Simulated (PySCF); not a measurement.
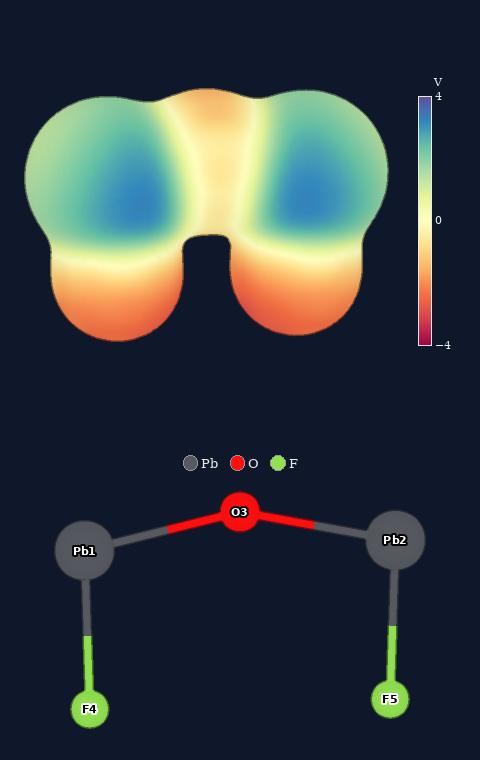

Figure 1: F2OPb2 (Pb2(O)1(F)2). The electrostatic potential painted on the density surface at 0.004 e/bohr³, seen at a tilt; red is negative and blue positive. The bare structure is drawn below in the same view.

Core potentials replace the inner electrons of Pb.

Theory: PySCF, RKS PBE0, Pb def2-SVP with ECP60, O def2-SVP, F def2-SVP; non-relativistic Hamiltonian with scalar-relativistic core potentials where named; density fitting.

```xyz
5

Pb    0.2503    0.6023    2.0364
Pb    0.2503    0.6023   -2.0364
O     0.4168    1.0031    0.0000
F    -0.5410   -1.3018    1.9671
F    -0.5410   -1.3018   -1.9671
```

**Describe the electrostatic potential map.**

The most negative region (about −2.8 V) lies over F4 and F5, the most positive (about +3.2 V) over Pb1 and Pb2.
